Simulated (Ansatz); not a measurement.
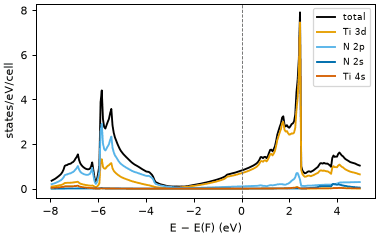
*Total and projected density of states of TiN (rock salt, Fm-3m), r²SCAN in the plane-wave PAW code Ansatz*

Q: Which orbitals carry the states next to the Fermi level?

A: Within 0.5 eV of the Fermi level: Ti 3d 85 %, N 2p 13 %. Projections are on Löwdin-orthogonalised atomic valence shells; empty p or d shells of many metals are not among them.

Q: Where is the tallest occupied peak in this window, and what makes it?

A: Near -5.8 eV, about 4.4 states/eV per cell; the largest projected share is N 2p.

Symmetry was held in the r²SCAN relaxation; of distortions, only those at the zone centre were tested. No spin polarisation was allowed. With an odd number of electrons in the cell and no spin polarisation, the count alone makes it a metal.

Potentials: the later of the program's two PAW sets.
